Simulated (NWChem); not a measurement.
**A workflow on the pair CH3BFN···HCl**

Aim: a single-point energy (singlet CH4BClFN, BLYP-D3(BJ)/3-21G), then a single-point energy (singlet CH3BFN, BLYP-D3(BJ)/3-21G), then the energy (singlet HCl, BLYP-D3(BJ)/3-21G), then a single-point energy (singlet CH3BFN, BLYP-D3(BJ)/3-21G), then the energy (singlet HCl, BLYP-D3(BJ)/3-21G) of CH4BClFN and its partners. 

Program for the calculation: NWChem 7.3.0.

## Step 1: The molecule

The species is CH4BClFN (9 atoms), meant as a singlet with charge 0. The two molecules were placed rigidly side by side, at 0.8 times their contact distance; the pair isn't optimised.

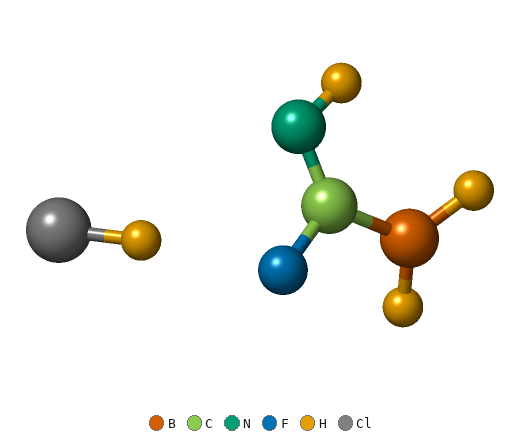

The structure, seen from a chosen angle (boron orange, carbon green, nitrogen teal, fluorine blue, hydrogen amber, chlorine grey).

## Step 2: The energy at BLYP-D3(BJ)/3-21G (run 1)

m1.nw reads:

```
start m1
title "CH4BClFN"
memory total 2200 mb
geometry noautosym nocenter noautoz
  B       -0.359240       0.875010      -0.245170
  C        0.562660      -0.345990       0.062830
  N        0.188960      -1.477890       0.458530
  F        1.855560      -0.213990      -0.267770
  H       -0.179340       1.518410      -1.231070
  H       -1.280740       1.090510       0.479630
  H       -0.787840      -1.446090       0.743030
  Cl       2.810190      -3.029190      -1.930960
  H        2.548110      -2.045740      -1.156720
end
basis spherical bse
  * library 3-21G
end
dft
  xc becke88 lyp
  mult 1
  disp vdw 4
  grid fine
  convergence energy 1e-08
  maxiter 100
  mulliken
  noprint "final vectors analysis"
end
task dft energy
```

Launch:

```console
$ nwchem m1.nw > m1.out
```

The program printed:

```text
[...]
          Wavefunction type:  closed shell.
          No. of atoms     :     9
          No. of electrons :    48
[...]
          Charge           :     0
          Spin multiplicity:     1
[...]
          AO basis - number of functions:    57
[...]
              XC Information
              --------------
                    Becke 1988 Exchange Functional  1.000
              Lee-Yang-Parr Correlation Functional  1.000
[...]
 d= 0,ls=0.0,diis     1   -676.4688469974 -8.58D+02  3.60D-02  1.21D+00     1.4
[...]
 d= 0,ls=0.0,diis    12   -676.6139901808 -1.76D-09  3.82D-07  4.61D-10    11.8
         Total DFT energy =     -676.613990180831
      One electron energy =    -1292.681392406979
           Coulomb energy =      490.707940584215
    Exchange-Corr. energy =      -56.349928982253
 Nuclear repulsion energy =      181.720265053334
    Dispersion correction =       -0.010874429149
[...]
      Total Density - Mulliken Population Analysis
     ---------------------------------------------
    Atom       Charge   Shell Charges
 -----------   ------   -------------------------------------------------------
    1 B    5     4.87   1.98  0.44  1.26  0.63  0.55
    2 C    6     5.69   1.98  0.42  1.64  0.77  0.87
    3 N    7     7.52   1.99  0.41  1.83  1.44  1.85
    4 F    9     9.23   1.98  0.45  2.50  1.56  2.73
    5 H    1     0.95   0.46  0.49
    6 H    1     0.96   0.47  0.50
    7 H    1     0.72   0.47  0.25
    8 Cl  17    17.22   2.00  1.95  5.89  1.19  3.10  0.83  2.27
    9 H    1     0.84   0.45  0.39
[...]
```

Run time: 13 s. Hardware: 1 thread of Intel Xeon Platinum 8488C (Sapphire Rapids), shared host; peak memory 0.12 GiB.

## Step 3: CH3BFN: a single-point energy at BLYP-D3(BJ)/3-21G (run 2)

struct.nw reads:

```
start struct
title "CH3BFN energy"
memory 2200 mb
geometry noautosym nocenter noautoz
  B    -0.359240    0.875010   -0.245170
  C     0.562660   -0.345990    0.062830
  N     0.188960   -1.477890    0.458530
  F     1.855560   -0.213990   -0.267770
  H    -0.179340    1.518410   -1.231070
  H    -1.280740    1.090510    0.479630
  H    -0.787840   -1.446090    0.743030
end
basis spherical bse
  * library 3-21G
end
dft
  xc becke88 lyp
  mult 1
  disp vdw 4
  grid fine
  convergence energy 1e-08
  iterations 100
  mulliken
  print low
end
task dft
```

Launch:

```console
$ nwchem struct.nw > struct.out
```

The program printed:

```text
[...]
 d= 0,ls=0.0,diis     1   -217.9144826464 -3.20D+02  5.00D-02  1.00D+00     0.7
[...]
 d= 0,ls=0.0,diis    12   -218.0396646217 -1.47D-09  5.07D-07  3.53D-10     5.7
         Total DFT energy =     -218.039664621661
      One electron energy =     -500.569321149632
           Coulomb energy =      208.114002138511
    Exchange-Corr. energy =      -27.814938008518
 Nuclear repulsion energy =      102.238378241599
    Dispersion correction =       -0.007785843620
[...]
      Total Density - Mulliken Population Analysis
     ---------------------------------------------
    Atom       Charge   Shell Charges
 -----------   ------   -------------------------------------------------------
    1 B    5     4.89   1.98  0.44  1.26  0.64  0.56
    2 C    6     5.69   1.98  0.42  1.64  0.77  0.88
    3 N    7     7.52   1.99  0.41  1.83  1.43  1.86
    4 F    9     9.24   1.98  0.45  2.50  1.56  2.74
    5 H    1     0.96   0.47  0.50
    6 H    1     0.97   0.47  0.50
    7 H    1     0.73   0.47  0.26
[...]
```

Wall time 6.6 s (1 thread of Intel Xeon Platinum 8488C (Sapphire Rapids), shared host); peak memory 0.12 GiB.

## Step 4: HCl: the energy at BLYP-D3(BJ)/3-21G (run 3)

clh.nw reads:

```
start clh
memory total 2200 mb

geometry units angstroms noautosym nocenter noautoz
  Cl     2.810190    -3.029190    -1.930960
  H      2.548110    -2.045740    -1.156720
end

basis "ao basis" spherical bse
  * library 3-21G
end

dft
  xc becke88 lyp
  mult 1
  disp vdw 4
  grid fine
  convergence energy 1e-08
  maxiter 100
  mulliken
  print low
end

task dft energy
```

Launch:

```console
$ nwchem clh.nw > clh.out
```

The program printed:

```text
[...]
 d= 0,ls=0.0,diis     1   -458.5348983314 -4.66D+02  4.94D-02  2.32D-01     0.3
[...]
 d= 0,ls=0.0,diis     6   -458.5603972185 -8.92D-09  1.51D-06  2.25D-10     0.7
         Total DFT energy =     -458.560397218486
      One electron energy =     -647.445919386292
           Coulomb energy =      210.392487785621
    Exchange-Corr. energy =      -28.541047736268
 Nuclear repulsion energy =        7.034777789485
    Dispersion correction =       -0.000695671033
[...]
      Total Density - Mulliken Population Analysis
     ---------------------------------------------
    Atom       Charge   Shell Charges
 -----------   ------   -------------------------------------------------------
    1 Cl  17    17.18   2.00  1.95  5.89  1.19  3.09  0.83  2.23
    2 H    1     0.82   0.46  0.36
[...]
```

Run time: 1.6 s. Hardware: 1 thread of Intel Xeon Platinum 8488C (Sapphire Rapids), shared host; peak memory 0.11 GiB.

## Step 5: CH3BFN among ghost functions: a single-point energy at BLYP-D3(BJ)/3-21G (with ghost functions) (run 4)

sp.nw reads:

```
START sp
TITLE "CH3BFN energy"
memory 2200 mb
GEOMETRY units angstrom noautosym nocenter noautoz
 B     -0.359240     0.875010    -0.245170
 C      0.562660    -0.345990     0.062830
 N      0.188960    -1.477890     0.458530
 F      1.855560    -0.213990    -0.267770
 H     -0.179340     1.518410    -1.231070
 H     -1.280740     1.090510     0.479630
 H     -0.787840    -1.446090     0.743030
 bqCl     2.810190    -3.029190    -1.930960
 bqH      2.548110    -2.045740    -1.156720
END
BASIS spherical bse
 B library 3-21G
 C library 3-21G
 N library 3-21G
 F library 3-21G
 H library 3-21G
 bqCl library Cl 3-21G
 bqH library H 3-21G
END
DFT
 xc becke88 lyp
 disp vdw 4
 grid fine
 convergence energy 1e-08
 iterations 100
 mulliken
 print low
END
TASK dft energy
```

Launch:

```console
$ nwchem sp.nw > sp.out
```

The program printed:

```text
[...]
 d= 0,ls=0.0,diis     1   -217.9209800217 -3.20D+02  3.66D-02  1.00D+00     1.8
[...]
 d= 0,ls=0.0,diis    12   -218.0469308272 -1.17D-09  3.68D-07  3.86D-10    11.6
         Total DFT energy =     -218.046930827207
      One electron energy =     -500.461886028789
           Coulomb energy =      207.986325526643
    Exchange-Corr. energy =      -27.801962723040
 Nuclear repulsion energy =      102.238378241599
    Dispersion correction =       -0.007785843620
[...]
      Total Density - Mulliken Population Analysis
     ---------------------------------------------
    Atom       Charge   Shell Charges
 -----------   ------   -------------------------------------------------------
    1 B    5     4.88   1.98  0.44  1.26  0.64  0.56
    2 C    6     5.69   1.98  0.42  1.64  0.77  0.87
    3 N    7     7.52   1.99  0.41  1.83  1.44  1.85
    4 F    9     9.22   1.98  0.45  2.50  1.56  2.73
    5 H    1     0.96   0.47  0.50
    6 H    1     0.97   0.47  0.50
    7 H    1     0.72   0.47  0.26
    8 X    0    -0.01   0.00  0.00 -0.00  0.00 -0.00 -0.00 -0.00
    9 X    0     0.05  -0.00  0.05
[...]
```

Run time: 13 s. Hardware: 1 thread of Intel Xeon Platinum 8488C (Sapphire Rapids), shared host; peak memory 0.12 GiB.

## Step 6: HCl among ghost functions: the energy at BLYP-D3(BJ)/3-21G (with ghost functions) (run 5)

clh.nw reads:

```
start clh
title "ClH"
memory 2200 mb

geometry units atomic noautosym nocenter noautoz
 Cl  5.31048946 -5.72433948 -3.64898556
 H   4.81523004 -3.86588832 -2.18588400
 bqB     -0.678865     1.653529    -0.463304
 bqC      1.063273    -0.653826     0.118731
 bqN      0.357083    -2.792807     0.866496
 bqF      3.506500    -0.404382    -0.506012
 bqH     -0.338903     2.869379    -2.326385
 bqH     -2.420248     2.060765     0.906369
 bqH     -1.488802    -2.732714     1.404123
end

basis spherical bse
 Cl library 3-21G
 H library 3-21G
 bqB library B 3-21G
 bqC library C 3-21G
 bqN library N 3-21G
 bqF library F 3-21G
 bqH library H 3-21G
end

dft
 xc becke88 lyp
 disp vdw 4
 grid fine
 convergence energy 1e-08
 iterations 100
 mulliken
 noprint "final vectors analysis"
end

task dft energy
```

Launch:

```console
$ nwchem clh.nw > clh.out
```

The program printed:

```text
[...]
          Wavefunction type:  closed shell.
          No. of atoms     :     9
          No. of electrons :    18
[...]
          Charge           :     0
          Spin multiplicity:     1
[...]
          AO basis - number of functions:    57
[...]
              XC Information
              --------------
                    Becke 1988 Exchange Functional  1.000
              Lee-Yang-Parr Correlation Functional  1.000
[...]
 d= 0,ls=0.0,diis     1   -458.5352355534 -4.66D+02  1.31D-02  2.32D-01     1.5
[...]
 d= 0,ls=0.0,diis     6   -458.5607570732 -9.43D-09  4.07D-07  2.33D-10     5.4
         Total DFT energy =     -458.560757073184
      One electron energy =     -647.440078979910
           Coulomb energy =      210.385676360930
    Exchange-Corr. energy =      -28.540436052428
 Nuclear repulsion energy =        7.034777269256
    Dispersion correction =       -0.000695671033
[...]
      Total Density - Mulliken Population Analysis
     ---------------------------------------------
    Atom       Charge   Shell Charges
 -----------   ------   -------------------------------------------------------
    1 Cl  17    17.18   2.00  1.95  5.89  1.19  3.09  0.83  2.23
    2 H    1     0.82   0.46  0.36
    3 X    0     0.00  -0.00 -0.00 -0.00  0.00  0.00
    4 X    0     0.00  -0.00 -0.00 -0.00  0.00  0.00
    5 X    0     0.00  -0.00 -0.00 -0.00 -0.00  0.00
    6 X    0    -0.00  -0.00 -0.00  0.00  0.00 -0.00
    7 X    0    -0.00   0.00 -0.00
    8 X    0     0.00  -0.00  0.00
    9 X    0     0.00   0.00  0.00
[...]
```

It took 6.3 s on 1 thread of Intel Xeon Platinum 8488C (Sapphire Rapids), shared host; peak memory 0.12 GiB.

## Step 7: What came out

| quantity | value |
| --- | --- |
| run 1, BLYP-D3(BJ)/3-21G: total energy | -676.61399 Eh |
| run 1, BLYP-D3(BJ)/3-21G: dipole moment | 4.47 D |
| run 1, BLYP-D3(BJ)/3-21G: dispersion energy | -28.55 kJ/mol |
| CH3BFN: total energy | -218.03966 Eh |
| CH3BFN: dispersion energy | -20.44 kJ/mol |
| HCl: total energy | -458.56040 Eh |
| HCl: dispersion energy | -1.83 kJ/mol |
| CH3BFN among ghost functions: total energy | -218.04693 Eh |
| CH3BFN among ghost functions: dispersion energy | -20.44 kJ/mol |
| HCl among ghost functions: total energy | -458.56076 Eh |
| HCl among ghost functions: dipole moment | 1.70 D |
| HCl among ghost functions: dispersion energy | -1.83 kJ/mol |
| interaction energy of the rigid parts CH3BFN and HCl (parts in their own basis; closest atoms 2.15 Å apart) | -0.379 eV |
| interaction energy of the rigid parts CH3BFN and HCl (parts in the whole basis, counterpoise; closest atoms 2.15 Å apart) | -0.171 eV |

The interaction energy of the rigid parts CH3BFN and HCl (parts in their own basis; closest atoms 2.15 Å apart) is −0.38 eV (−36.6 kJ/mol): the parts attract. Without counterpoise this holds the superposition error of the basis. The interaction energy of the rigid parts CH3BFN and HCl (parts in the whole basis, counterpoise; closest atoms 2.15 Å apart) is −0.17 eV (−16.5 kJ/mol): the parts attract. The basis-set superposition error is 20.0 kJ/mol. Mulliken charges (CH3BFN) run from -0.52 on N3 to +0.31 on C2; they depend strongly on the basis.
